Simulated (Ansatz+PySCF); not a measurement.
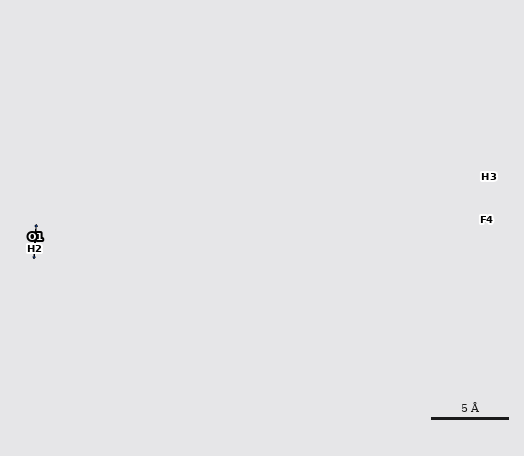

The picture comes from a calculation with Ansatz+PySCF.

Arrows show the forces on the atoms, 1 Å of arrow for 1 eV/Å; forces under a tenth of the largest aren't drawn. Charge 0, doublet. Level of theory: U-MP2 (2 frozen)/6-31G (Ansatz).

> Which bond do the forces act along most?

O1–H2, now 0.976 Å: the forces push its atoms apart, so a first step downhill lengthens it.

List the force components in the frame of the picture (x right, y up, z towards the viewer), in eV/Å.

```tsv
atom	Fx	Fy	Fz
O1	0.04	0.57	0.35
H2	−0.04	−0.57	−0.35
H3	0.00	−0.01	0.00
F4	0.00	0.01	0.00
```
